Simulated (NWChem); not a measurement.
# BP86/def2-QZVPP (core potential) run of RbI (SMILES [Rb][I])

Aim: the vertical ionisation energy of RbI at BP86/def2-QZVPP (core potential), from 2 runs. 

The calculation is run with NWChem 7.3.0.

2 further runs of the same task are left out: 2 that didn't finish.

### Step 1. The structure to begin with

The species is RbI (2 atoms), meant as a singlet with charge 0. As SMILES, `[Rb][I]`. The bond length is the measured one.

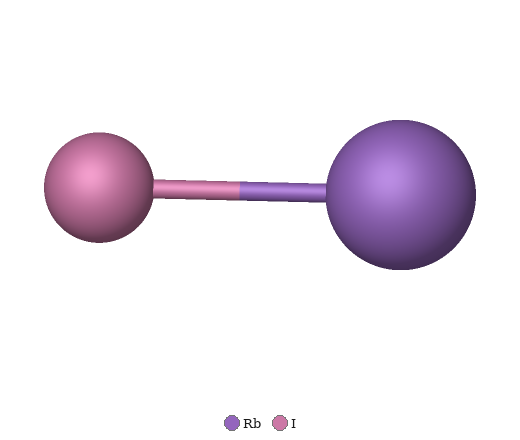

Viewed from a chosen angle; rubidium purple, iodine pink.

### Step 2. The energy at BP86/def2-QZVPP (core potential)

Contents of mol.nw:

```
start mol
memory stack 880 mb heap 220 mb global 1100 mb
geometry noautosym nocenter noautoz
  Rb    0.000000    0.000000    0.000000
  I     0.000000    0.000000    3.176879
end
basis spherical bse
  Rb library def2-QZVPP
  I library def2-QZVPP
end
ecp bse
  Rb library def2-QZVPP
  I library def2-QZVPP
end
dft
  xc becke88 perdew86
  grid fine
  convergence energy 1e-08
  iterations 100
  mulliken
  noprint "final vectors analysis"
end
task dft
```

On the command line:

```
$ nwchem mol.nw > mol.out
```

The log of the run:

```text
[...]
          Wavefunction type:  closed shell.
          No. of atoms     :     2
          No. of electrons :    34
[...]
          Charge           :     0
          Spin multiplicity:     1
[...]
          AO basis - number of functions:   145
[...]
              XC Information
              --------------
                    Becke 1988 Exchange Functional  1.000
                Perdew 1981 Correlation Functional  1.000 local
                Perdew 1986 Correlation Functional  1.000 non-local
[...]
 d= 0,ls=0.0,diis     1   -322.0284376426 -3.60D+02  7.90D-03  2.69D-01    16.0
[...]
 d= 0,ls=0.0,diis    10   -322.0607275709 -3.87D-10  9.39D-08  4.52D-10   105.9
         Total DFT energy =     -322.060727570933
      One electron energy =     -635.074536893832
           Coulomb energy =      301.736518007465
    Exchange-Corr. energy =      -26.201278382981
 Nuclear repulsion energy =       37.478569698415
[...]
      Total Density - Mulliken Population Analysis
     ---------------------------------------------
    Atom       Charge   Shell Charges
 -----------   ------   -------------------------------------------------------
    1 Rb   9     8.32   0.03 -0.31  1.51  0.76  0.11  0.01  0.00  3.95  1.68  0.37  0.03  0.01  0.02  0.09  0.03  0.00  0.00  0.00  0.02
    2 I   25    25.68   0.04  0.71  1.15  0.23  0.82  0.88  0.15 -0.01  5.45  0.80  1.76  2.62  1.05  8.93  0.91  0.16  0.01  0.00  0.00  0.00  0.00  0.00
[...]
```

Wall time 1.8 min (1 thread of AMD EPYC 7R43 (Zen 3), shared host); peak memory 0.14 GiB.

### Step 3. The doublet cation at the same level

Contents of irb.xyz:

```xyz
2
IRb BP86
Rb     0.000000     0.000000     0.000000
I      0.000000     0.000000     3.176879
```

Contents of irb.nw:

```
start irb
title "IRb BP86"
memory stack 880 mb heap 220 mb global 1100 mb
charge 1

geometry units angstroms noautosym nocenter noautoz
 load irb.xyz
end

basis spherical bse
 * library def2-QZVPP
end

ecp bse
 Rb library def2-QZVPP
 I library def2-QZVPP
end

dft
 xc becke88 perdew86
 mult 2
 grid fine
 convergence energy 1e-08
 maxiter 100
 mulliken
 print low
end

task dft energy
```

On the command line:

```
$ nwchem irb.nw > irb.out
```

The log of the run:

```text
[...]
 d= 0,ls=0.0,diis     1   -321.6721840064 -3.59D+02  4.38D-03  5.00D-01    15.6
[...]
 d= 0,ls=0.5,diis    18   -321.7761182035 -6.07D-09  2.08D-07  1.05D-09   197.0
[...]
         Total DFT energy =     -321.776118206295
      One electron energy =     -626.393849312904
           Coulomb energy =      293.113474985592
    Exchange-Corr. energy =      -25.974313577398
 Nuclear repulsion energy =       37.478569698415
[...]
      Total Density - Mulliken Population Analysis
     ---------------------------------------------
    Atom       Charge   Shell Charges
 -----------   ------   -------------------------------------------------------
    1 Rb   9     8.12   0.03 -0.30  1.50  0.76  0.05 -0.01  0.00  3.96  1.70  0.34  0.01  0.00  0.01  0.05  0.00 -0.00  0.00  0.00  0.01
    2 I   25    24.88   0.04  0.71  1.15  0.23  0.88  0.90  0.07 -0.01  5.44  0.79  1.71  2.47  0.46  8.94  0.92  0.15  0.01  0.00  0.00  0.00  0.00  0.00
[...]
      <S2> =      0.7527 (Exact =     0.7500)
[...]
```

Run time: 3.5 min. Hardware: 1 thread of AMD EPYC 7R43 (Zen 3), shared host; peak memory 0.14 GiB.

### Step 4. Outcome

At BP86/def2-QZVPP (core potential):

```
                                          quantity          value
                         singlet RbI: total energy  -322.06073 Eh
                        singlet RbI: dipole moment        11.09 D
                      doublet cation: total energy  -321.77612 Eh
                              doublet cation: ⟨S²⟩          0.753
vertical ionisation energy (to the doublet cation)       7.745 eV
```

**Reading.** The vertical ionisation energy comes to 7.74 eV (179 kcal/mol).
